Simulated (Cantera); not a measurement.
Charge: 1 mol Si₃N₄, 0.076 mol CO₂, 240 mol H₂, equilibrated at 1300 °C.

Cantera equilibrium calculation (NASA polynomials, part measured and part estimated; ideal gas, pure solids and liquids). Candidate condensed phases: C, C₆H₆, C₇H₈, C₈H₁₈, H₂O, Si, SiC, SiO₂, Si₂N₂O, Si₃N₄; 151 gas species. Mutual solubility and eutectic melting of coexisting phases are not modelled. Kinetics and transport are ignored.

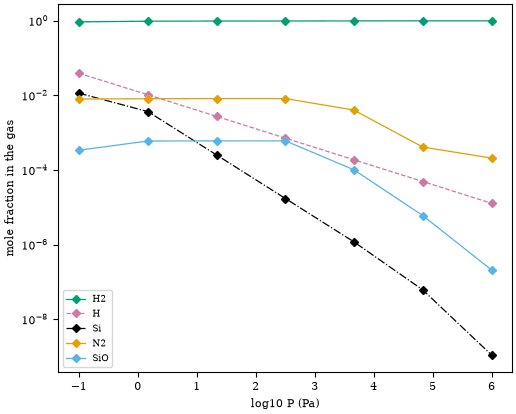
*Equilibrium gas composition (values under 1e-9 drawn at 1e-9)*

At 0.100 Pa nothing is condensed. From 1.50 Pa to 3.20 mbar the condensed part is Si(s) + SiC(s). At 46.0 mbar the condensed part is Si(s) + SiC(s) + Si₂N₂O(s) + Si₃N₄(s). At 0.680 bar the condensed part is SiC(s) + Si₂N₂O(s) + Si₃N₄(s). At 10.0 bar the condensed part is Si₂N₂O(s) + Si₃N₄(s). The main Si-bearing gas is Si at 0.100 Pa and SiH₄ at 10.0 bar. The share of Si in condensed phases is highest at 10.0 bar (100.0 %) and lowest at 0.100 Pa (0.0 %).
